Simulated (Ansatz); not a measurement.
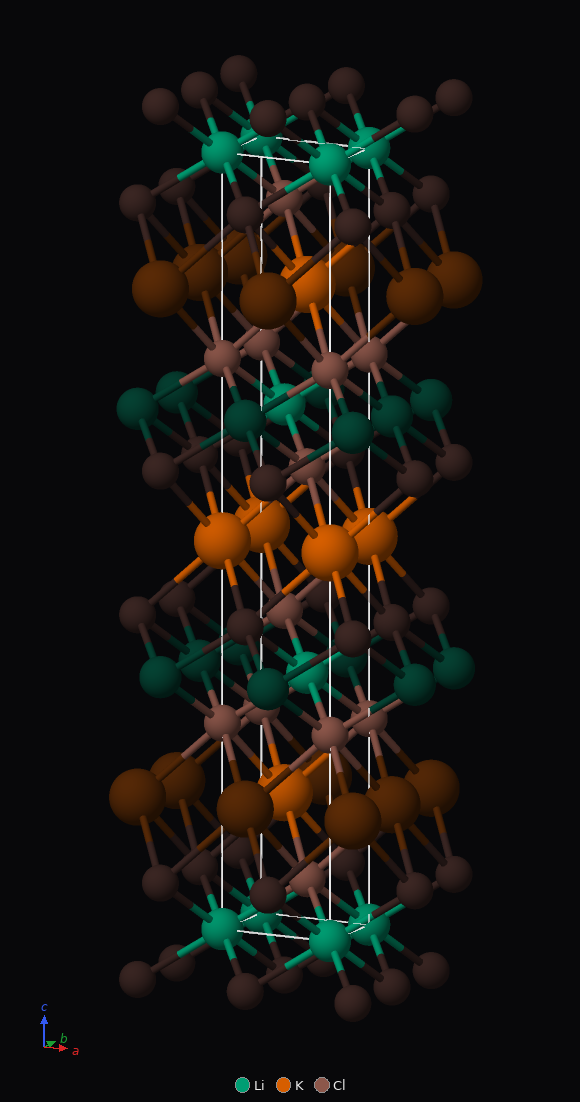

Drawn in the ball-and-stick manner and seen slightly off an axis. The frame is the conventional unit cell; atoms at its boundary are shown with their periodic copies. Bonds that leave the box are completed with the atoms at their other ends, in fainter colours.

KLiCl₂, α-NaFeO₂ type, space group R-3m (No. 166), a = 3.978 Å, b = 3.978 Å, c = 20.454 Å, α = 90.00°, β = 90.00°, γ = 120.00°. Starting structure: a structure type filled with these elements by a generator (whether the compound takes this form wasn't checked). Earlier steps of the study may have refined or changed the cell and positions. It was run through Ansatz as a DFT input.

This one geometry was computed with Ansatz (DFT, plane waves, PAW) at four levels of theory: r2SCAN, PBE, HSE06 and PBE0. It was relaxed beforehand with r2SCAN.

### How does the band gap change with the level of theory?

PBE: a gap of 5.32 eV, direct; r2SCAN: a gap of 5.99 eV, direct; HSE06: a gap of 6.64 eV, direct; PBE0: a gap of 7.37 eV, direct.

### Collect the results in a table.

| level | cutoff (eV) | k-mesh of the run's cell | gap (eV) | pressure (GPa) |
| --- | --- | --- | --- | --- |
| r2SCAN | 500 | 8×8×8 | 5.99 | 0.0 |
| PBE | 420 | 8×8×8 | 5.32 | 0.8 |
| HSE06 | 420 | 6×6×6 | 6.64 | 0.3 |
| PBE0 | 420 | 6×6×6 | 7.37 | 0.3 |

Gaps are taken on the k-mesh or band path of each run.
